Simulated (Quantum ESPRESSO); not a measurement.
# Energy and gap at +3 % biaxial strain: tetragonal SnO, 1 layer

How the rows were computed: Quantum ESPRESSO 7.5 driven by ASE, PBE, GBRV ultrasoft, ESM (bc1); atomic heights clamped; cell area 14.827 Å² at zero strain.

| strain (%) | energy (meV a cell) | gap on the mesh (eV) |
| --- | --- | --- |
| −3 | 95.78 | 3.118 |
| −1.5 | 23.93 | 3.082 |
| 0 | 0.00 | 3.008 |
| +1.5 | 18.62 | 2.856 |

One more run was made and is withheld. What are energy and gap at +3 %, and how stiff is the sheet?

**Worked estimate.** About zero, E'' = (23.93 + 18.62 − 2 × 0.00)/1.5² = 18.91 meV per %² and E' = (18.62 − 23.93)/3 = −1.77 meV per %. With E = A K ε², where K = (C11 + C22)/2 + C12 (C11 + C12 for a hexagonal sheet), K = 18.91 × 10/(2 × 14.827) × 16.02 = 102 N/m. The parabola gives E(+3 %) = 0.00 + 3 × (−1.77) + 4.5 × 18.91 = 79.8 meV. Continuing the last slope, the gap is 2 × 2.856 − 3.008 = 2.704 eV.

**Check.** E = 75.0 meV and the gap 2.714 eV. The parabola misses by +4.7 meV, too high, since bonds soften under tension. The gap's line misses by −0.010 eV.

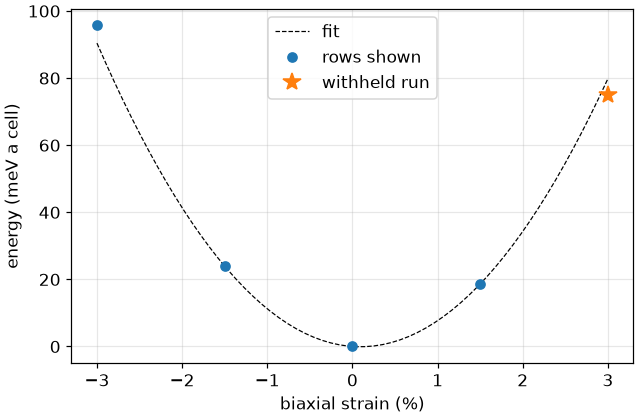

The rows shown, the fit and the withheld run.

Caveats: Clamped heights stiffen sheets with several planes. Semilocal gap, no spin-orbit coupling.
